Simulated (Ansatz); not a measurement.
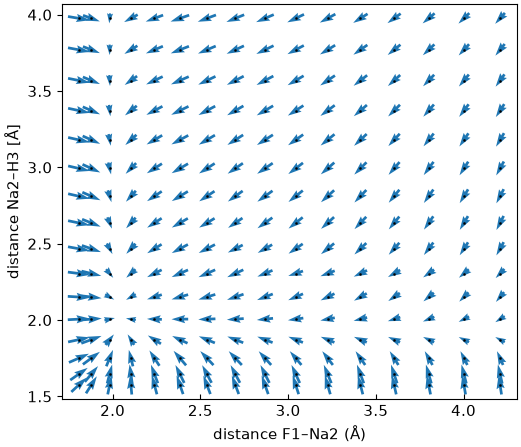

The system F⁻ + NaH. 
- The first coordinate is: distance F1–Na2; the second: distance Na2–H3.
- Nothing is relaxed (the angle F1–Na2–H3 is fixed at 180 degrees).
- The scan uses a 16 × 16 grid.
- Points are written as (first, second).
- The reference is spin-restricted, so regions where a bond is pulled apart into radicals lie too high.
- Theory: RKS CAM-B3LYP-D4/aug-cc-pVTZ (Ansatz 0.2.0).

The picture shows dots at the grid points, arrows along the force (downhill), their lengths compressed.

Question: The arrows alone are given. Where is the energy lowest?

Answer: The arrows converge at about (2.037 Å, 2.034 Å) (read from the interpolated surface).

The energy map of the same scan:

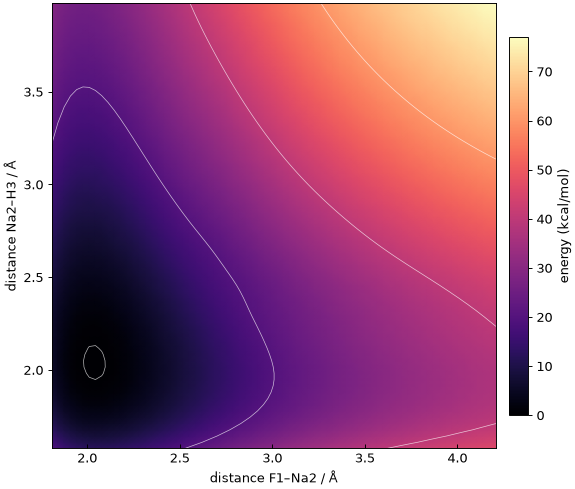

Energies are in kcal/mol, from the lowest grid point; between grid points the surface is interpolated.
